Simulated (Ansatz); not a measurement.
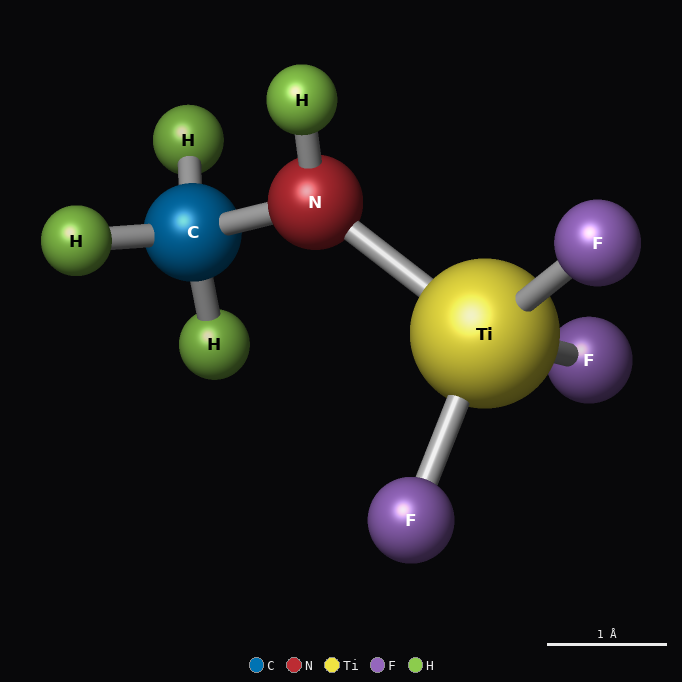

Every bond is drawn as one stick, whatever its order.

Charge 0, singlet. The geometry was computed by an optimisation with PBE0-D4/def2-TZVP.

Description:

The molecule is CH4F3NTi. As SMILES it reads `C[NH][Ti]([F])([F])[F]`. The point group is Cs. Coordination: 1 C tetrahedral; 1 N trigonal planar; 1 Ti tetrahedral.

More results for the same structure follow; atom numbers are the same in all pictures, views and colours differ.

### Electronic properties

Method: RKS r2SCANh-D4/def2-TZVPP (Ansatz 0.2.0).

What does the calculation give?

- HOMO energy (Kohn–Sham orbital): −7.29 eV
- LUMO energy (Kohn–Sham orbital): −2.81 eV
- HOMO–LUMO gap: 4.47 eV
- dispersion correction: −5.0 kJ/mol

### Vibrations

Harmonic vibrations computed with RKS PBE0-D4/def2-TZVP (Ansatz 0.2.0) at a stationary point of the same level.

**List the wavenumbers.**

24 modes: 43, 100, 119, 184, 189, 207, 233, 255, 448, 662, 722, 766, 791, 1043, 1114, 1124, 1355, 1456, 1477, 1502, 3025, 3088, 3112, 3573 cm⁻¹.

### Dipole moment

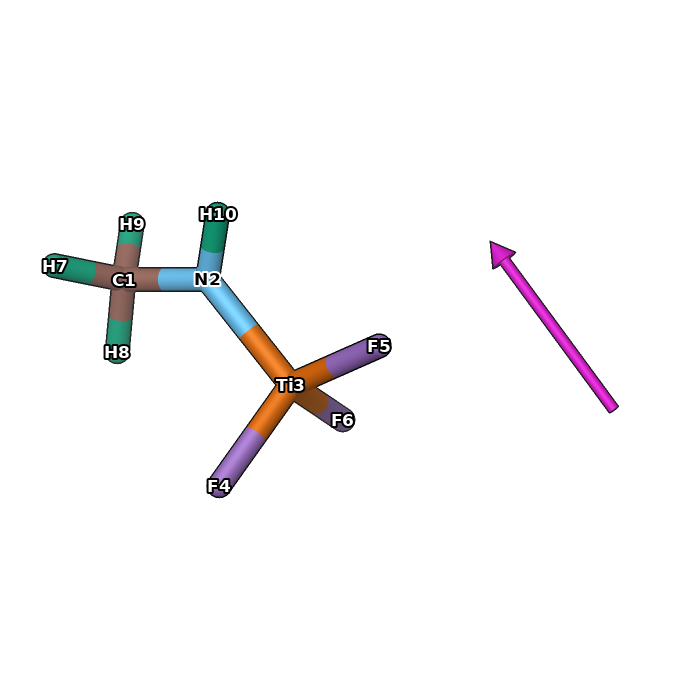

The arrow beside the molecule shows the direction of the dipole moment, from the negative to the positive end (its length means nothing). Level of theory: RKS ωB97M-V/def2-TZVPP (Ansatz 0.2.0).

**Estimate the dipole moment.**

3.22 D; it points from the side of F4, F6 to the side of H7, H9 (the outermost atoms at the two ends).
